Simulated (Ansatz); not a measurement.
# GeH4N (charge -1): ladder of basis sets, by script

How does the energy of GeH4N (charge -1) converge with the basis? Aim: a ladder of basis sets, for GeH4N (charge -1), run from a script. SMILES: [NH2][GeH2-].

Computed with Ansatz 0.2.0, driven from Python. The levels of theory stand in the script.

### 1 Starting point

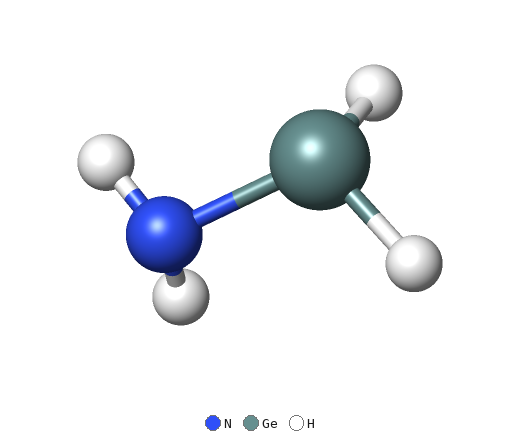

The structure that the script starts from, seen from a chosen angle (nitrogen blue, germanium teal, hydrogen white).

The script reads geh4n.xyz:

```xyz
6

N    -1.02160   -0.16590    0.27240
Ge    0.81150    0.12260    0.45170
H    -1.47590    0.77440    0.28380
H    -1.17110   -0.56070   -0.68290
H     1.55840   -1.23220    0.35590
H     1.29880    1.06200   -0.68090
```

### 2 Script

The input, run_basis.py:

```python
'''Basis-set convergence for GeH4N(-).'''

import ansatz

system = ansatz.Crystal.molecule_from_extxyz('geh4n.xyz')

calc = system.calculation().functional('HF').charge(-1)

energies = {}
for basis in ['def2-SVP', 'def2-SVPD', 'def2-TZVP', 'def2-TZVPP']:
    summary = calc.basis(gaussian=basis).run(threads=1, pin='off').report
    size = summary['n_frozen'] + summary['n_occupied'][0] + summary['n_virtual'][0]
    energies[basis] = (summary['reference_energy_ev'] / 27.211386246, summary['free_energy_ev'] / 27.211386246)
    print(f'{basis:14s} {size:4d} orbitals  reference {energies[basis][0]:14.6f} Ha  total {energies[basis][1]:14.6f} Ha')

last = energies['def2-TZVPP'][1]
for basis, (_, total) in energies.items():
    print(f'{basis:14s} lies {27.211386 * (total - last):9.4f} eV above def2-TZVPP')
```

### 3 The calls as engine input

The package turns the script's settings into the engine's input (first run):

```yaml
crystal:
  periodic: [false, false, false]
  atoms:
    - { symbol: "N", position_ang: [-1.0216, -0.1659, 0.2724] }
    - { symbol: Ge, position_ang: [0.8115, 0.1226, 0.4517] }
    - { symbol: H, position_ang: [-1.4759, 0.7744, 0.2838] }
    - { symbol: H, position_ang: [-1.1711, -0.5607, -0.6829] }
    - { symbol: H, position_ang: [1.5584, -1.2322, 0.3559] }
    - { symbol: H, position_ang: [1.2988, 1.062, -0.6809] }
basis:
  gaussian:
    orbitals: def2-SVP
hamiltonian:
  xc: hf
total_charge: -1.0
```

### 4 The run

Command:

```
python run_basis.py
```

Log:

```text
def2-SVP         66 orbitals  reference   -2131.780272 Ha  total   -2131.780272 Ha
def2-SVPD        90 orbitals  reference   -2131.794256 Ha  total   -2131.794256 Ha
def2-TZVP       103 orbitals  reference   -2132.116579 Ha  total   -2132.116579 Ha
def2-TZVPP      135 orbitals  reference   -2132.118629 Ha  total   -2132.118629 Ha
def2-SVP       lies    9.2072 eV above def2-TZVPP
def2-SVPD      lies    8.8267 eV above def2-TZVPP
def2-TZVP      lies    0.0558 eV above def2-TZVPP
def2-TZVPP     lies    0.0000 eV above def2-TZVPP
```

Run time: 3.5 s. Hardware: 1 thread of Arm Neoverse V1, shared host; peak memory 0.28 GiB.

### 5 Inputs of later runs

The engine's inputs for the other runs:

Run 2, against run 1:

```diff
@@ -12 +12 @@
-    orbitals: def2-SVP
+    orbitals: def2-SVPD
```

Run 3, against run 1:

```diff
@@ -12 +12 @@
-    orbitals: def2-SVP
+    orbitals: def2-TZVP
```

Run 4, against run 1:

```diff
@@ -12 +12 @@
-    orbitals: def2-SVP
+    orbitals: def2-TZVPP
```

Lines on the test bed's own set-up are left out of the output.

### 6 Run by run

The 4 runs, in the order started:

```
run       basis  energy (eV)  SCF cycles  CPU time (s)
  1    def2-SVP  -58008.6964          11          0.48
  2   def2-SVPD  -58009.0769          14          0.67
  3   def2-TZVP  -58017.8478          12           0.7
  4  def2-TZVPP  -58017.9035          12           1.1
```

### 7 Summary of results

```
                           quantity                      value
                      runs compared                          4
change of the total from set to set  -0.381, -8.771, -0.056 eV
```

**Reading.** Against def2-SVP: def2-SVPD -14.0 mHa, def2-TZVP -336.3 mHa and def2-TZVPP -338.4 mHa. The last step alone is -2.05 mHa (these two sets differ little on atoms other than hydrogen). The drop along the ladder measures the basis error, and is no property of the molecule. The geometry is a force-field or estimated start, not a minimum of this method, and the last set is no limit. Much of the fall in a total is atomic energy, which cancels in bond and reaction energies.
